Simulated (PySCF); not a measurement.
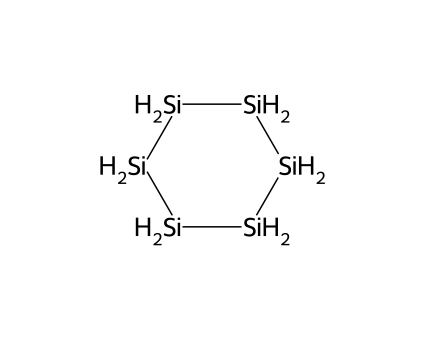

Source: calculation with PySCF.

Question: Transcribe the drawing into SMILES.

Answer: [SiH2]1[SiH2][SiH2][SiH2][SiH2][SiH2]1

Question: What is the molecular formula?

Answer: Si6H12.

Question: An optimisation with PBE0-D3(BJ)/def2-SVP gave a structure of which point group?

Answer: D3d.
